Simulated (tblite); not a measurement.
**Geometry relaxation of C$_{6}$H$_{8}$Si (part 1 of 4)**

System: C$_{6}$H$_{8}$Si.
Method: GFN2-xTB geometry optimisation, gas phase (tblite 0.8.0).

It belongs to a series of runs on one base structure; here: C replaced by Si.

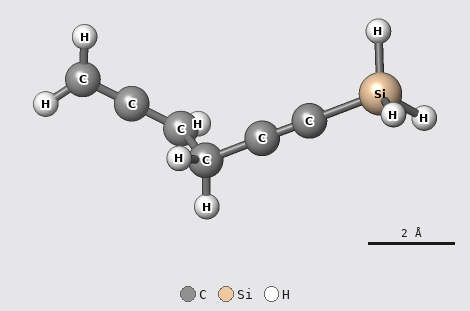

Fig. 1: The starting structure (ball-and-stick view, seen at a tilt).

The input
```
{"job": {"kind": "relax", "xc": "GFN2-xTB", "basis": "xTB"}, "charge": 0, "multiplicity": 1}
C     -3.552500    -0.171400     0.463300
C     -2.516100    -0.148700    -0.322900
C     -1.443600    -0.157400    -1.073100
C     -0.375000    -1.074200    -0.684900
C      0.880300    -0.360600    -0.438500
C      1.928500     0.223200    -0.250100
Si     3.503700     1.110500     0.047700
H     -4.321400    -0.856100     0.208100
H     -3.542900     0.507900     1.285200
H     -1.457400     0.498200    -1.901200
H     -0.270500    -1.844400    -1.490000
H     -0.598600    -1.646900     0.237500
H      4.377800     0.204900     0.845600
H      4.193400     1.379000    -1.232700
H      3.189800     2.343800     0.778500
```

The first line tells a small driver script what to run in tblite; the rest is the geometry in Å.

Hardware: 1 CPU thread, shared host.

Run as:
```bash
OMP_NUM_THREADS=1 python <driver script> task.json out
```

The program's output
```
step      E/eV     max force
  0    -503.51630    2.634
  1    -503.60904    2.152
  2    -503.62276    2.437
  3    -503.67311    0.593
  4    -503.69920    0.437
  5    -503.74144    1.529
  6    -503.74711    1.552
  7    -503.75953    0.196
  8    -503.76147    0.113
  9    -503.76389    0.216
 10    -503.76542    0.164
 11    -503.76677    0.091
 12    -503.76783    0.092
 13    -503.76879    0.138
 14    -503.76954    0.105
 15    -503.77021    0.081
 16    -503.77095    0.077
 17    -503.77182    0.126
 18    -503.77277    0.118
 19    -503.77370    0.078
 20    -503.77466    0.089
 21    -503.77578    0.130
 22    -503.77696    0.148
 23    -503.77796    0.094
 24    -503.77864    0.056
 25    -503.77907    0.051
 26    -503.77942    0.062
 27    -503.77969    0.047
 28    -503.77987    0.028
 29    -503.78003    0.035
 30    -503.78017    0.036
 31    -503.78029    0.022
 32    -503.78036    0.021
 33    -503.78041    0.021
 34    -503.78047    0.023
 35    -503.78054    0.021
 36    -503.78062    0.021
 37    -503.78070    0.028
 38    -503.78078    0.033
 39    -503.78089    0.033
 40    -503.78104    0.032
 41    -503.78120    0.033
 42    -503.78132    0.026
 43    -503.78140    0.025
 44    -503.78149    0.028
 45    -503.78161    0.033
 46    -503.78174    0.030
 47    -503.78184    0.028
 48    -503.78192    0.026
 49    -503.78199    0.019
 50    -503.78205    0.019
 51    -503.78210    0.019
 52    -503.78214    0.020
 53    -503.78219    0.021
 54    -503.78226    0.026
 55    -503.78234    0.025
 56    -503.78240    0.016
 57    -503.78242    0.009
```

Trajectory as extended XYZ (Å, eV, eV/Å), 53 of the 58 frames kept, from step=0 to step=57
```
15
Properties=species:S:1:pos:R:3:forces:R:3 step=0 energy=-503.51630
C    -3.5525   -0.1714    0.4633    1.2180   0.1180  -0.8090
C    -2.5161   -0.1487   -0.3229    0.0930   0.1980  -0.1470
C    -1.4436   -0.1574   -1.0731   -2.2400   0.2870   1.3550
C    -0.3750   -1.0742   -0.6849    1.6530  -1.2220  -0.0840
C     0.8803   -0.3606   -0.4385    0.6020   0.0730  -0.2000
C     1.9285    0.2232   -0.2501   -1.0650  -0.5380  -0.2390
Si    3.5037    1.1105    0.0477    0.5550  -0.1340   0.1220
H    -4.3214   -0.8561    0.2081   -0.7200  -0.1530   0.3780
H    -3.5429    0.5079    1.2852   -0.5420   0.0130   0.3980
H    -1.4574    0.4982   -1.9012    0.6290   0.2920  -0.7910
H    -0.2705   -1.8444   -1.4900    0.3760   0.4410   0.3300
H    -0.5986   -1.6469    0.2375   -0.2110   0.3700  -0.2980
H     4.3778    0.2049    0.8456   -0.2290   0.2630  -0.1400
H     4.1934    1.3790   -1.2327   -0.1810   0.0190   0.1710
H     3.1898    2.3438    0.7785    0.0630  -0.0270  -0.0460
15
Properties=species:S:1:pos:R:3:forces:R:3 step=1 energy=-503.60904
C    -3.5351   -0.1697    0.4517   -0.4310  -0.0420   0.2680
C    -2.5148   -0.1458   -0.3250   -0.9590   0.1930   0.5770
C    -1.4755   -0.1533   -1.0537    1.1440  -0.0120  -0.7350
C    -0.3513   -1.0917   -0.6861    0.3050   0.0620  -0.0280
C     0.8889   -0.3596   -0.4413   -1.6680  -1.2190  -0.6040
C     1.9133    0.2155   -0.2535    1.7110   1.0070   0.2710
Si    3.5116    1.1086    0.0494   -0.0590  -0.2430   0.0190
H    -4.3317   -0.8582    0.2135   -0.2060   0.2100   0.4280
H    -3.5506    0.5081    1.2909   -0.4420  -0.2060   0.0590
H    -1.4484    0.5024   -1.9125    0.4980  -0.1700  -0.1030
H    -0.2651   -1.8381   -1.4853    0.3980   0.1300  -0.0210
H    -0.6016   -1.6416    0.2333   -0.0900   0.1700  -0.1260
H     4.3745    0.2087    0.8436   -0.1300   0.1540  -0.0530
H     4.1909    1.3793   -1.2303   -0.1400   0.0230   0.1060
H     3.1907    2.3434    0.7779    0.0700  -0.0560  -0.0570
15
Properties=species:S:1:pos:R:3:forces:R:3 step=2 energy=-503.62276
C    -3.5338   -0.1696    0.4506   -1.2470  -0.0740   0.8690
C    -2.5247   -0.1428   -0.3195    0.6570   0.1750  -0.5850
C    -1.4742   -0.1520   -1.0550    0.5290  -0.0880  -0.2610
C    -0.3399   -1.0971   -0.6868   -0.5990   0.1090  -0.0870
C     0.8738   -0.3724   -0.4488    2.2220   0.9870   0.1590
C     1.9265    0.2237   -0.2517   -1.7280  -0.9460  -0.3750
Si    3.5137    1.1053    0.0502    0.0590  -0.0110   0.0360
H    -4.3375   -0.8567    0.2200   -0.1460   0.2350   0.4110
H    -3.5581    0.5059    1.2935   -0.4170  -0.2080   0.0400
H    -1.4400    0.5020   -1.9175    0.4440  -0.2160   0.0000
H    -0.2589   -1.8345   -1.4839    0.3760  -0.0680  -0.1900
H    -0.6036   -1.6379    0.2304   -0.0870   0.0640  -0.0430
H     4.3720    0.2117    0.8423   -0.0450   0.0770   0.0160
H     4.1885    1.3796   -1.2283   -0.1020   0.0310   0.0670
H     3.1918    2.3427    0.7770    0.0850  -0.0660  -0.0590
15
Properties=species:S:1:pos:R:3:forces:R:3 step=3 energy=-503.67311
C    -3.5466   -0.1705    0.4594    0.0380   0.0030  -0.0520
C    -2.5239   -0.1405   -0.3215    0.2130   0.1370  -0.2250
C    -1.4636   -0.1529   -1.0612   -0.3010  -0.0590   0.3080
C    -0.3439   -1.0955   -0.6877   -0.0870   0.0910  -0.0890
C     0.8840   -0.3702   -0.4504    0.5770   0.0700  -0.1170
C     1.9208    0.2209   -0.2534   -0.2910  -0.1430  -0.1070
Si    3.5137    1.1041    0.0506   -0.0540  -0.0380   0.0060
H    -4.3394   -0.8537    0.2254   -0.3570   0.0520   0.3450
H    -3.5635    0.5032    1.2940   -0.4250  -0.0650   0.2210
H    -1.4341    0.4993   -1.9177    0.4620  -0.1080  -0.1500
H    -0.2540   -1.8346   -1.4857    0.3610  -0.0310  -0.1280
H    -0.6047   -1.6367    0.2296   -0.0870   0.0770  -0.0440
H     4.3711    0.2130    0.8422   -0.0280   0.0500   0.0330
H     4.1870    1.3800   -1.2273   -0.0970   0.0280   0.0520
H     3.1928    2.3419    0.7763    0.0760  -0.0640  -0.0550
15
Properties=species:S:1:pos:R:3:forces:R:3 step=4 energy=-503.69920
C    -3.5500   -0.1707    0.4612    0.2850   0.0340  -0.2220
C    -2.5236   -0.1364   -0.3240   -0.2890   0.1030   0.1480
C    -1.4640   -0.1538   -1.0588   -0.0730   0.0380   0.0150
C    -0.3434   -1.0948   -0.6897    0.0270   0.0720  -0.0650
C     0.8915   -0.3729   -0.4555   -0.0800  -0.2400  -0.1910
C     1.9192    0.2208   -0.2551    0.2440   0.1480  -0.0080
Si    3.5133    1.1020    0.0510   -0.0890  -0.0080  -0.0120
H    -4.3480   -0.8513    0.2352   -0.3000   0.0440   0.2880
H    -3.5750    0.5005    1.2987   -0.3660  -0.0620   0.1790
H    -1.4215    0.4963   -1.9218    0.4030  -0.1650  -0.0340
H    -0.2442   -1.8341   -1.4881    0.2980  -0.0070  -0.0990
H    -0.6072   -1.6338    0.2277   -0.0490   0.0560  -0.0430
H     4.3695    0.2152    0.8424    0.0040   0.0080   0.0620
H     4.1841    1.3807   -1.2254   -0.0790   0.0280   0.0230
H     3.1948    2.3403    0.7748    0.0650  -0.0500  -0.0420
15
Properties=species:S:1:pos:R:3:forces:R:3 step=5 energy=-503.74144
C    -3.5556   -0.1703    0.4633   -0.1060   0.0560   0.0740
C    -2.5341   -0.1226   -0.3242    0.3260   0.0140  -0.2730
C    -1.4619   -0.1537   -1.0579   -0.3600   0.1060   0.0980
C    -0.3389   -1.0942   -0.6965    0.1470   0.0630  -0.0380
C     0.9119   -0.3845   -0.4737   -1.3010  -0.7580  -0.2670
C     1.9170    0.2219   -0.2605    1.1970   0.6750   0.1840
Si    3.5117    1.0961    0.0522   -0.1440   0.0700  -0.0500
H    -4.3774   -0.8427    0.2690   -0.0330   0.0830   0.1170
H    -3.6149    0.4905    1.3146   -0.1620  -0.0750   0.0100
H    -1.3775    0.4834   -1.9329    0.1840  -0.1680   0.1310
H    -0.2106   -1.8316   -1.4961    0.0910   0.0200  -0.0330
H    -0.6150   -1.6242    0.2208    0.0580  -0.0300  -0.0240
H     4.3650    0.2216    0.8442    0.0930  -0.1040   0.1390
H     4.1741    1.3834   -1.2198   -0.0150   0.0310  -0.0780
H     3.2017    2.3349    0.7699    0.0260   0.0160   0.0100
15
Properties=species:S:1:pos:R:3:forces:R:3 step=7 energy=-503.75953
C    -3.5599   -0.1688    0.4653    0.0810   0.0580  -0.0820
C    -2.5355   -0.1167   -0.3274   -0.1720  -0.0100   0.0930
C    -1.4655   -0.1519   -1.0575   -0.0050  -0.0170  -0.0320
C    -0.3366   -1.0944   -0.7005   -0.0230  -0.0100  -0.0200
C     0.9124   -0.3932   -0.4825   -0.1890  -0.0010   0.0260
C     1.9219    0.2251   -0.2629    0.0830   0.0020  -0.0490
Si    3.5101    1.0962    0.0521    0.0150   0.0540  -0.0070
H    -4.3894   -0.8370    0.2852    0.0410   0.0560   0.0150
H    -3.6347    0.4847    1.3210   -0.0520  -0.0260  -0.0140
H    -1.3556    0.4745   -1.9343    0.0810  -0.0750   0.0850
H    -0.1954   -1.8301   -1.5002   -0.0190   0.0150  -0.0280
H    -0.6166   -1.6214    0.2173    0.0850  -0.0700  -0.0280
H     4.3654    0.2219    0.8482    0.0600  -0.0700   0.0990
H     4.1698    1.3853   -1.2196    0.0070   0.0310  -0.0960
H     3.2051    2.3335    0.7684    0.0080   0.0630   0.0390
15
Properties=species:S:1:pos:R:3:forces:R:3 step=8 energy=-503.76147
C    -3.5592   -0.1678    0.4643   -0.0630   0.0430   0.0260
C    -2.5371   -0.1168   -0.3269    0.0330   0.0020  -0.0540
C    -1.4663   -0.1522   -1.0575   -0.0510  -0.0450   0.0390
C    -0.3374   -1.0945   -0.7010   -0.0290  -0.0180  -0.0070
C     0.9105   -0.3925   -0.4819   -0.0990   0.0440   0.0320
C     1.9221    0.2245   -0.2641    0.0350  -0.0220  -0.0550
Si    3.5104    1.0973    0.0519    0.0280   0.0140   0.0020
H    -4.3887   -0.8359    0.2856    0.0260   0.0450   0.0080
H    -3.6358    0.4842    1.3208   -0.0460  -0.0130  -0.0050
H    -1.3540    0.4731   -1.9328    0.0730  -0.0430   0.0450
H    -0.1956   -1.8299   -1.5008   -0.0170   0.0160  -0.0320
H    -0.6151   -1.6227    0.2168    0.0730  -0.0710  -0.0270
H     4.3665    0.2206    0.8501    0.0280  -0.0340   0.0660
H     4.1699    1.3859   -1.2214   -0.0020   0.0270  -0.0730
H     3.2053    2.3346    0.7691    0.0100   0.0550   0.0330
15
Properties=species:S:1:pos:R:3:forces:R:3 step=9 energy=-503.76389
C    -3.5598   -0.1654    0.4636   -0.1520   0.0230   0.0950
C    -2.5396   -0.1163   -0.3269    0.1660   0.0140  -0.1370
C    -1.4680   -0.1538   -1.0569   -0.0620  -0.0670   0.0820
C    -0.3388   -1.0952   -0.7020   -0.0140  -0.0320   0.0150
C     0.9070   -0.3907   -0.4809    0.0400   0.1100   0.0400
C     1.9228    0.2230   -0.2672   -0.0330  -0.0530  -0.0580
Si    3.5114    1.0988    0.0519    0.0380  -0.0340   0.0110
H    -4.3886   -0.8330    0.2878   -0.0130   0.0110  -0.0150
H    -3.6401    0.4829    1.3212   -0.0240   0.0240   0.0200
H    -1.3482    0.4696   -1.9302    0.0490   0.0000  -0.0050
H    -0.1949   -1.8291   -1.5027   -0.0190   0.0180  -0.0350
H    -0.6117   -1.6257    0.2152    0.0500  -0.0790  -0.0150
H     4.3684    0.2184    0.8542   -0.0210   0.0230   0.0120
H     4.1696    1.3874   -1.2251   -0.0180   0.0170  -0.0250
H     3.2061    2.3371    0.7706    0.0150   0.0260   0.0160
15
Properties=species:S:1:pos:R:3:forces:R:3 step=10 energy=-503.76542
C    -3.5615   -0.1631    0.4636   -0.1250   0.0130   0.0770
C    -2.5412   -0.1155   -0.3275    0.1330   0.0160  -0.0950
C    -1.4694   -0.1560   -1.0560   -0.0330  -0.0570   0.0600
C    -0.3398   -1.0962   -0.7026    0.0130  -0.0320   0.0290
C     0.9043   -0.3882   -0.4800    0.0810   0.1110   0.0320
C     1.9238    0.2215   -0.2705   -0.0350  -0.0430  -0.0460
Si    3.5127    1.0992    0.0520    0.0270  -0.0430   0.0090
H    -4.3894   -0.8307    0.2897   -0.0410  -0.0130  -0.0350
H    -3.6444    0.4822    1.3222   -0.0060   0.0500   0.0320
H    -1.3422    0.4667   -1.9284    0.0230   0.0150  -0.0180
H    -0.1941   -1.8281   -1.5049   -0.0170   0.0200  -0.0350
H    -0.6084   -1.6293    0.2137    0.0340  -0.0870  -0.0020
H     4.3694    0.2173    0.8575   -0.0460   0.0510  -0.0180
H     4.1688    1.3889   -1.2282   -0.0290   0.0070   0.0140
H     3.2071    2.3393    0.7718    0.0220  -0.0080  -0.0030
15
Properties=species:S:1:pos:R:3:forces:R:3 step=11 energy=-503.76677
C    -3.5640   -0.1606    0.4640   -0.0480   0.0050   0.0210
C    -2.5425   -0.1145   -0.3281    0.0310   0.0130   0.0000
C    -1.4705   -0.1588   -1.0547    0.0070  -0.0290   0.0190
C    -0.3401   -1.0977   -0.7027    0.0370  -0.0200   0.0340
C     0.9019   -0.3846   -0.4788    0.0610   0.0640   0.0120
C     1.9252    0.2199   -0.2743    0.0010  -0.0100  -0.0240
Si    3.5142    1.0990    0.0522    0.0030  -0.0260  -0.0010
H    -4.3910   -0.8288    0.2908   -0.0540  -0.0210  -0.0470
H    -3.6487    0.4826    1.3238    0.0090   0.0600   0.0260
H    -1.3361    0.4639   -1.9267   -0.0030   0.0110  -0.0080
H    -0.1936   -1.8267   -1.5076   -0.0070   0.0240  -0.0280
H    -0.6046   -1.6344    0.2122    0.0220  -0.0880   0.0080
H     4.3696    0.2171    0.8604   -0.0510   0.0590  -0.0320
H     4.1674    1.3904   -1.2309   -0.0340  -0.0010   0.0430
H     3.2085    2.3410    0.7729    0.0270  -0.0410  -0.0220
15
Properties=species:S:1:pos:R:3:forces:R:3 step=12 energy=-503.76783
C    -3.5665   -0.1585    0.4644    0.0190   0.0010  -0.0260
C    -2.5434   -0.1136   -0.3282   -0.0520   0.0060   0.0760
C    -1.4711   -0.1616   -1.0536    0.0290  -0.0010  -0.0060
C    -0.3395   -1.0993   -0.7020    0.0410  -0.0050   0.0280
C     0.9003   -0.3808   -0.4776    0.0170   0.0010  -0.0070
C     1.9269    0.2188   -0.2775    0.0350   0.0220  -0.0050
Si    3.5154    1.0985    0.0523   -0.0210   0.0020  -0.0120
H    -4.3931   -0.8277    0.2904   -0.0460  -0.0080  -0.0460
H    -3.6515    0.4841    1.3254    0.0140   0.0490   0.0030
H    -1.3317    0.4620   -1.9254   -0.0210  -0.0040   0.0110
H    -0.1937   -1.8251   -1.5102    0.0080   0.0280  -0.0170
H    -0.6011   -1.6402    0.2113    0.0180  -0.0770   0.0070
H     4.3688    0.2180    0.8621   -0.0390   0.0470  -0.0270
H     4.1658    1.3916   -1.2322   -0.0300  -0.0050   0.0510
H     3.2100    2.3417    0.7733    0.0280  -0.0570  -0.0310
15
Properties=species:S:1:pos:R:3:forces:R:3 step=13 energy=-503.76879
C    -3.5689   -0.1567    0.4647    0.0530  -0.0010  -0.0490
C    -2.5441   -0.1128   -0.3274   -0.0840  -0.0050   0.1090
C    -1.4715   -0.1641   -1.0523    0.0310   0.0200  -0.0040
C    -0.3383   -1.1008   -0.7007    0.0270   0.0080   0.0140
C     0.8993   -0.3772   -0.4764   -0.0200  -0.0570  -0.0190
C     1.9289    0.2181   -0.2805    0.0420   0.0370   0.0080
Si    3.5161    1.0981    0.0521   -0.0370   0.0250  -0.0210
H    -4.3954   -0.8269    0.2887   -0.0250   0.0190  -0.0340
H    -3.6532    0.4866    1.3265    0.0100   0.0250  -0.0270
H    -1.3289    0.4605   -1.9239   -0.0310  -0.0210   0.0310
H    -0.1939   -1.8232   -1.5127    0.0270   0.0330  -0.0050
H    -0.5975   -1.6470    0.2106    0.0190  -0.0540  -0.0040
H     4.3673    0.2198    0.8629   -0.0170   0.0240  -0.0120
H     4.1639    1.3925   -1.2324   -0.0180  -0.0040   0.0390
H     3.2119    2.3411    0.7731    0.0230  -0.0500  -0.0270
15
Properties=species:S:1:pos:R:3:forces:R:3 step=14 energy=-503.76954
C    -3.5706   -0.1554    0.4647    0.0420  -0.0010  -0.0390
C    -2.5446   -0.1124   -0.3257   -0.0550  -0.0140   0.0880
C    -1.4717   -0.1658   -1.0507    0.0190   0.0250   0.0190
C    -0.3370   -1.1018   -0.6993    0.0040   0.0110   0.0010
C     0.8990   -0.3750   -0.4756   -0.0260  -0.0840  -0.0190
C     1.9304    0.2179   -0.2826    0.0170   0.0300   0.0100
Si    3.5160    1.0981    0.0516   -0.0370   0.0280  -0.0210
H    -4.3975   -0.8260    0.2864   -0.0060   0.0420  -0.0190
H    -3.6538    0.4891    1.3267    0.0000   0.0040  -0.0470
H    -1.3279    0.4592   -1.9224   -0.0340  -0.0280   0.0410
H    -0.1939   -1.8211   -1.5146    0.0400   0.0330   0.0020
H    -0.5945   -1.6533    0.2101    0.0220  -0.0280  -0.0170
H     4.3657    0.2217    0.8631    0.0010   0.0030   0.0010
H     4.1621    1.3930   -1.2316   -0.0010   0.0010   0.0120
H     3.2138    2.3397    0.7724    0.0130  -0.0230  -0.0120
15
Properties=species:S:1:pos:R:3:forces:R:3 step=15 energy=-503.77021
C    -3.5720   -0.1545    0.4645    0.0070   0.0010  -0.0100
C    -2.5449   -0.1123   -0.3234    0.0060  -0.0220   0.0380
C    -1.4717   -0.1669   -1.0486    0.0060   0.0170   0.0460
C    -0.3359   -1.1026   -0.6980   -0.0150   0.0040  -0.0100
C     0.8992   -0.3744   -0.4752   -0.0080  -0.0800  -0.0100
C     1.9315    0.2181   -0.2844   -0.0230   0.0120   0.0070
Si    3.5152    1.0985    0.0508   -0.0230   0.0130  -0.0140
H    -4.3994   -0.8245    0.2839    0.0040   0.0540  -0.0080
H    -3.6542    0.4915    1.3259   -0.0130  -0.0060  -0.0500
H    -1.3280    0.4578   -1.9204   -0.0340  -0.0250   0.0400
H    -0.1931   -1.8186   -1.5163    0.0440   0.0290   0.0020
H    -0.5914   -1.6593    0.2094    0.0220  -0.0060  -0.0270
H     4.3642    0.2236    0.8631    0.0130  -0.0110   0.0090
H     4.1606    1.3934   -1.2307    0.0150   0.0070  -0.0190
H     3.2156    2.3380    0.7716   -0.0010   0.0140   0.0070
15
Properties=species:S:1:pos:R:3:forces:R:3 step=16 energy=-503.77095
C    -3.5736   -0.1534    0.4642   -0.0340   0.0040   0.0210
C    -2.5450   -0.1126   -0.3202    0.0690  -0.0280  -0.0180
C    -1.4716   -0.1677   -1.0453   -0.0010   0.0010   0.0650
C    -0.3351   -1.1033   -0.6969   -0.0220  -0.0100  -0.0180
C     0.8995   -0.3752   -0.4749    0.0220  -0.0560   0.0040
C     1.9318    0.2183   -0.2862   -0.0620  -0.0080   0.0030
Si    3.5140    1.0991    0.0497   -0.0020  -0.0090  -0.0040
H    -4.4016   -0.8218    0.2812    0.0010   0.0520  -0.0010
H    -3.6551    0.4939    1.3242   -0.0250  -0.0040  -0.0350
H    -1.3284    0.4557   -1.9175   -0.0310  -0.0110   0.0310
H    -0.1912   -1.8153   -1.5181    0.0390   0.0170  -0.0080
H    -0.5878   -1.6658    0.2080    0.0170   0.0110  -0.0300
H     4.3627    0.2255    0.8633    0.0160  -0.0170   0.0090
H     4.1592    1.3941   -1.2300    0.0290   0.0110  -0.0440
H     3.2175    2.3366    0.7709   -0.0140   0.0490   0.0250
15
Properties=species:S:1:pos:R:3:forces:R:3 step=18 energy=-503.77277
C    -3.5784   -0.1497    0.4635   -0.0600   0.0160   0.0420
C    -2.5441   -0.1150   -0.3113    0.0960  -0.0380  -0.0570
C    -1.4701   -0.1703   -1.0340    0.0110  -0.0330   0.0390
C    -0.3334   -1.1065   -0.6954    0.0110  -0.0480  -0.0230
C     0.9007   -0.3807   -0.4741    0.0660   0.0110   0.0330
C     1.9304    0.2189   -0.2909   -0.0630  -0.0150   0.0120
Si    3.5111    1.1000    0.0468    0.0360  -0.0210   0.0130
H    -4.4087   -0.8115    0.2750   -0.0290   0.0180  -0.0050
H    -3.6610    0.5003    1.3190   -0.0430   0.0280   0.0270
H    -1.3297    0.4492   -1.9079   -0.0230   0.0330   0.0040
H    -0.1833   -1.8062   -1.5244    0.0040  -0.0280  -0.0460
H    -0.5771   -1.6826    0.2024   -0.0120   0.0170  -0.0100
H     4.3601    0.2292    0.8648    0.0080  -0.0180  -0.0080
H     4.1572    1.3967   -1.2317    0.0320   0.0080  -0.0510
H     3.2218    2.3363    0.7707   -0.0320   0.0680   0.0290
```
